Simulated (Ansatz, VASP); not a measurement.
# Cross-check of ZnS (Sphalerite) between VASP and Ansatz, part 2 of 2

Aim: how closely do two programs agree when they are given the same cell, functional and k mesh?  The cell comes out of the VASP series on this material, whose earlier steps may have relaxed, scaled or displaced it; both programs get it as it stands.

VASP 6.6.1 and Ansatz 0.2.0.

So far. Step 2 (VASP: band structure, r2SCAN): The run ends at a pressure of 0.00 GPa.

### Step 4. Differences

Known differences besides the PAW data sets themselves: VASP keeps PBE cores, Ansatz makes them for the functional; the cutoff is 500 eV in Ansatz and 400 eV in VASP. Total energies have different zeros and are not compared.

Compared:

```
                     quantity  Ansatz   VASP  difference
               pressure (GPa)    0.38   0.00       +0.38
gap over the path points (eV)   2.725  2.734      -0.010
```

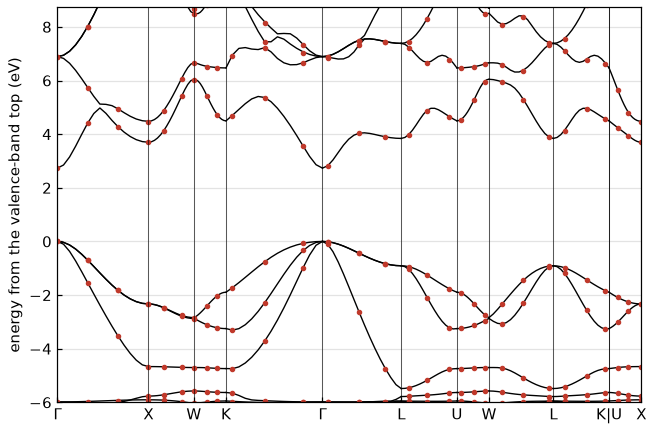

Bands from VASP (lines) and levels from Ansatz (dots). Dots without a line are higher empty bands that the VASP plot leaves out.

Levels at points of the path, from each program's valence-band top (eV; 4 filled, then empty):

```
k (reciprocal lattice)                                   Ansatz                                     VASP
     0.000 0.000 0.000      -6.00 0.00 0.00 0.00 2.73 6.86 6.86      -5.99 0.00 0.00 0.00 2.73 6.89 6.89
     0.167 0.000 0.167   -5.97 -1.54 -0.70 -0.70 4.40 5.72 7.98   -5.97 -1.54 -0.70 -0.70 4.42 5.74 8.02
     0.333 0.000 0.333  -5.93 -3.53 -1.83 -1.83 4.27 4.93 10.07  -5.93 -3.53 -1.83 -1.83 4.28 4.94 10.10
     0.500 0.000 0.500  -5.77 -4.67 -2.33 -2.33 3.69 4.47 11.83  -5.77 -4.67 -2.33 -2.33 3.70 4.48 11.86
     0.500 0.083 0.583  -5.72 -4.68 -2.48 -2.47 4.12 4.86 11.02  -5.72 -4.67 -2.48 -2.47 4.12 4.87 11.07
     0.500 0.183 0.683   -5.61 -4.70 -2.79 -2.76 5.41 6.07 9.29   -5.61 -4.70 -2.79 -2.76 5.42 6.08 9.32
     0.500 0.250 0.750   -5.58 -4.70 -2.88 -2.84 6.03 6.64 8.47   -5.58 -4.70 -2.87 -2.84 6.05 6.66 8.50
     0.450 0.300 0.750   -5.61 -4.71 -3.10 -2.41 5.43 6.51 8.83   -5.60 -4.71 -3.10 -2.41 5.44 6.53 8.87
     0.408 0.342 0.750   -5.63 -4.73 -3.22 -2.02 4.71 6.46 9.60   -5.63 -4.73 -3.22 -2.02 4.72 6.48 9.65
     0.350 0.350 0.700   -5.66 -4.75 -3.31 -1.72 4.70 6.93 9.59   -5.66 -4.74 -3.31 -1.72 4.70 6.95 9.64
```

Among the levels compared (up to four filled and three empty ones at each point), filled levels agree within 10 meV and empty ones within 52 meV.

### Step 5. Ansatz: single point, r2SCAN

A single point gives forces, pressure and levels at one fixed geometry, so differences don't come from the geometry; what else differs is listed under the comparison.

The cell comes out of the VASP series on this material, whose earlier steps may have relaxed, scaled or displaced it; both programs get it as it stands.

Input file input.yaml:

```yaml
crystal:
  lattice:
    - [0.0, 2.6902736767, 2.6902736767]
    - [2.6902736767, 0.0, 2.6902736767]
    - [2.6902736767, 2.6902736767, 0.0]
  atoms:
    - { symbol: Zn, position: [0.0, 0.0, 0.0] }
    - { symbol: S, position: [0.25, 0.25, 0.25] }
hamiltonian:
  xc: r2scan
  pseudopotentials: { kind: paw }
kpoints:
  mp_grid: { grid: [11, 11, 11] }
scf:
  occupations: { method: gaussian, width: 0.05 }
  n_extra_bands: 4
output:
  forces: true
  stress: true
  eigenvalues: true
```

On the command line:

```
> ansatz run input.yaml --threads 2 --pin off --max-ram 4608MiB --backend cpu --events-out ev --progress --plain --runs-dir out
```

Numbers of over 12 decimals in the logs are rounded to 6 here.

The program printed:

```text
[...]
Crystal: 2 atoms, lattice volume = 38.942 Å³
Basis set: ecut = 500 eV, 965 PW (Γ), exchange–correlation on 120×120×120 points (64 copies of the dense FFT grid, shifted against one another)
Bands: 13, of which v1, the nominal top of the filled ones, is band 9 counted from 1 (8 counted from 0)
Symmetry: 24 space group operations
[...]
P = ⅓ Tr σ = 0.3778 GPa (3.778 kbar)
--- Band table (eV; the first three rows and the last of 56) ---
  k-point 0: bands = [... 5 lower, -0.3141, 5.6806, 5.6806, 5.6806, 8.4056, 12.5410, 12.5410, 12.5410]
  k-point 1: bands = [... 5 lower, -0.3152, 5.0266, 5.5960, 5.5960, 8.9089, 12.4602, 12.6912, 12.6912]
  k-point 2: bands = [... 5 lower, -0.3157, 3.7796, 5.3828, 5.3828, 9.5617, 12.6084, 13.0122, 13.0122]
  k-point 55: bands = [... 5 lower, 0.0820, 0.9741, 2.5940, 3.1764, 11.4844, 12.3312, 14.0647, 14.8029]
[key lines of the parts left out:]
SCF converged after 6 iterations
Free energy (F): -4233.450245 eV
Fermi energy:    7.043594 eV
```

Run time: 3.4 s. Hardware: 2 threads of Arm Neoverse V1, shared host; peak memory 0.45 GiB.

The run ends at a pressure of 0.38 GPa.

### Step 6. VASP: single point, r2SCAN

The same cell, functional, mesh and smearing now go to VASP, with its own data sets and cutoff.

Input file INCAR:

```
SYSTEM = ZnS
PREC = Accurate
ENCUT = 400
EDIFF = 1E-06
NELM = 100
ISMEAR = 0
SIGMA = 0.05
LREAL = .FALSE.
ALGO = Normal
METAGGA = R2SCAN
LASPH = .TRUE.
NBANDS = 25
LORBIT = 11
LWAVE = .FALSE.
LCHARG = .FALSE.
KPAR = 2
LOPTICS = .TRUE.
NEDOS = 1500
CSHIFT = 0.1
```

Input file POSCAR:

```
ZnS
1.0
    0.0000000000      2.6902736767      2.6902736767
    2.6902736767      0.0000000000      2.6902736767
    2.6902736767      2.6902736767      0.0000000000
Zn S
1 1
Direct
    0.0000000000      0.0000000000      0.0000000000
    0.2500000000      0.2500000000      0.2500000000
```

Input file KPOINTS:

```
Automatic mesh
0
Gamma
11 11 11
0 0 0
```

PAW data sets: Zn and S (PBE family, release 64).

On the command line:

```
> mpirun -np 2 vasp_std
```

The program printed:

```text
[banner, memory and clock lines left out]
running    2 mpi-ranks, on    1 nodes
[...]
[... a notice as in an earlier step ...]

 LDA part: xc-table for (None), standard interpolation
 POSCAR, INCAR and KPOINTS ok, starting setup
[...]
entering main loop
       N       E                     dE             d eps       ncg     rms          rms(c)
DAV:   1     0.843888292433E+02    0.84389E+02   -0.67456E+03  2873   0.729E+02
DAV:   2    -0.136271955725E+02   -0.98016E+02   -0.88739E+02  3064   0.194E+02
DAV:   3    -0.218377537034E+02   -0.82106E+01   -0.80946E+01  3374   0.531E+01
DAV:   4    -0.219303349680E+02   -0.92581E-01   -0.92518E-01  3151   0.575E+00
[...]
DAV:  12    -0.188607602315E+02   -0.26461E-04   -0.49827E-05  3154   0.939E-02    0.279E-02
DAV:  13    -0.188607537533E+02    0.64781E-05   -0.91921E-06  3459   0.270E-02    0.281E-02
DAV:  14    -0.188607527959E+02    0.95743E-06   -0.70496E-07  1811   0.714E-03
   1 F= -.18860753E+02 E0= -.18860753E+02  d E =-.689953E-11
 optical routines
 imaginary and real dielectric function
 direction            1
 direction            2
 direction            3
```

Parts of OUTCAR (step 6):

```text
  Total       -0.0243424     -0.0243424     -0.0243424      0.0000000      0.0000000     -0.0000000
  in kB       -1.0015066     -1.0015066     -1.0015066      0.0000000      0.0000000     -0.0000000
  external PRESSURE =      -1.0015066 kB  Pullay stress =       0.0000000 kB

 POSITION                                       TOTAL-FORCE (eV/Angst)
 -----------------------------------------------------------------------------------
      0.00000      0.00000      0.00000         0.000000      0.000000     -0.000000
      1.34514      1.34514      1.34514        -0.000000     -0.000000      0.000000
 -----------------------------------------------------------------------------------
    total drift:                                0.000012      0.000012      0.000012

  FREE ENERGIE OF THE ION-ELECTRON SYSTEM (eV)
  ---------------------------------------------------
  free  energy   TOTEN  =       -18.8607527959 eV

  energy  without entropy=      -18.8607527959  energy(sigma->0) =      -18.86075280

[... 1 part as in an earlier step ...]

[... 2 further parts left out ...]
[key lines of the parts left out:]
E-fermi :   2.1553
```

### Step 7. Differences

Compared:

```
              quantity  Ansatz   VASP  difference
        pressure (GPa)    0.38  -0.10       +0.48
gap on the k mesh (eV)   2.725  2.735      -0.010
```

### Step 8. Results

```yaml
difference_in_gap_over_the_path_points_band_structure_r2scan: -0.0095 eV
difference_in_gap_on_the_k_mesh_single_point_r2scan: -0.0096 eV
```

What this shows: The difference in gap on the k mesh is -0.0096 eV (single point, r2SCAN), within the 0.08 eV picked in this series as the mark of a large difference. Differences of this kind measure data sets and numerical settings, not the functional's error against experiment.

[Lines on the potential files, build, host, timing and source positions are cut from VASP's logs without a mark.]

[Logs are printed without paths, hosts, clocks, repeated set-up lines and the standing remarks that a program may print on its own settings, such as how far it seeks lower states.]

[Hosts, paths, dates, database ids (printed as entryN), source tags and the programs' standing remarks are cut or masked in the printed files.]
